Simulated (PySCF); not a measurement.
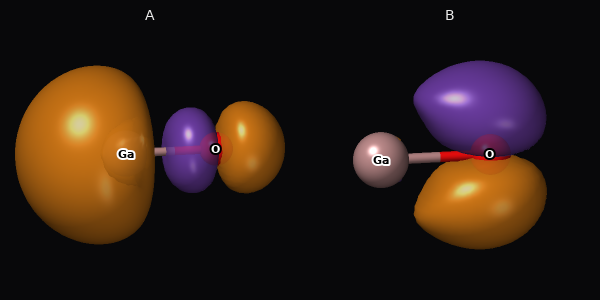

GaO (doublet). Two frontier α-spin orbitals, each drawn at the value that holds 80 % of its norm (orange and purple are the two phases), in no order; of a degenerate pair one member is drawn.

The calculation used PBE0/aug-pcseg-1, non-relativistic, at a bond length of 1.730 Å (PySCF).

Label each orbital by symmetry, say whether it is occupied, and order them by energy.

Orbital B: π, occupied in this spin, −8.39 eV; mainly on O (85 %).
Orbital A: σ, occupied in this spin, −8.26 eV; mainly on Ga (75 %).
